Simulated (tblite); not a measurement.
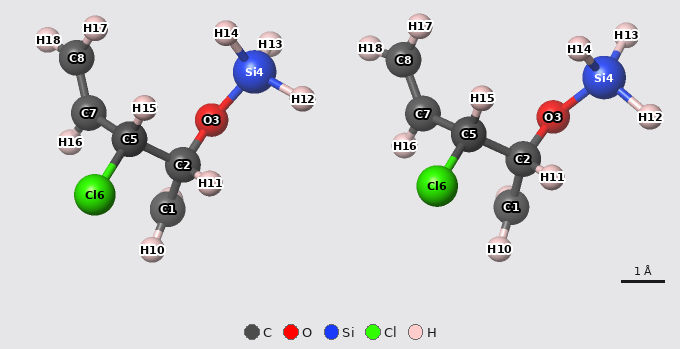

Two geometries of C₅H₁₀ClOSi (multiplicity 2), drawn at one scale. One is the start of a relaxation, the other its converged end. A ball-and-stick model, seen face on.

All numbers below come from GFN2-xTB geometry optimisation, gas phase (tblite 0.8.0). 

### Which one is relaxed?

The left one is the relaxed one. The energy falls by 6.46 kcal/mol in 142 geometry steps. An H atom moves most after the best rigid fit: 0.53 Å. By element the largest moves are H 0.53 Å, C 0.31 Å, Cl 0.26 Å, Si 0.26 Å, O 0.15 Å. Near-neighbour distances that change, for instance: O–Si 1.667 → 1.619 Å, C–C 1.506 → 1.466 Å, C–C 1.515 → 1.486 Å, C–O 1.421 → 1.392 Å. Bond angles that change, for instance: O–Si–H 110.2° → 98.8°, C–O–Si 120.5° → 131.1°, C–C–O 105.7° → 110.5°. The run took 1.2 s on 1 thread of Arm Neoverse V1, with other jobs on the host.
